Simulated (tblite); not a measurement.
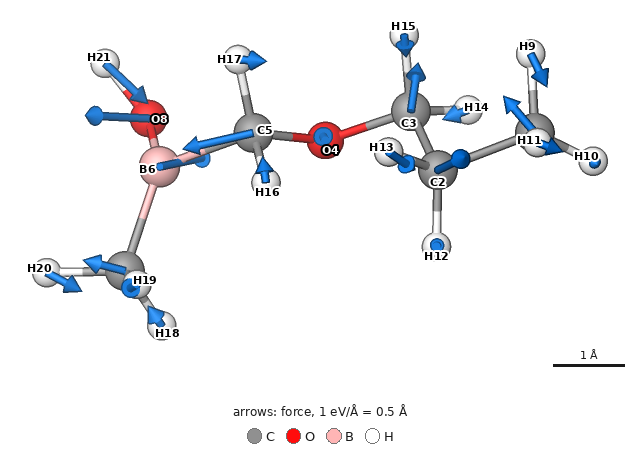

Starting geometry of C$_{5}$H$_{13}$BO$_{2}$ with the computed forces as blue arrows. A ball-and-stick model, seen at a tilt.

These are results of tblite, GFN2-xTB geometry optimisation, gas phase, not measurements. 

> What follows when this structure is relaxed?

It isn't relaxed: the largest force vector, on a C atom, is 3.29 eV/Å. The final displacements have little in common with the starting forces (cosine between the two patterns 0.21). The largest move after the best rigid fit is that of an H atom, 2.30 Å. By element the largest moves are H 2.30 Å, O 1.01 Å, C 0.96 Å, B 0.44 Å. Among the contacts that change: B–O 1.460 → 1.329 Å, C–C 1.469 → 1.531 Å, C–H 1.151 → 1.092 Å, C–H 1.126 → 1.088 Å. Bond angles that change, for instance: C–C–H 118.3° → 108.6°, H–C–H 117.1° → 108.4°, H–C–H 114.1° → 106.3°. The energy falls by 46.5 kcal/mol in 202 geometry steps. The run took 2.1 s on 1 thread of Arm Neoverse N1, with other jobs on the host.
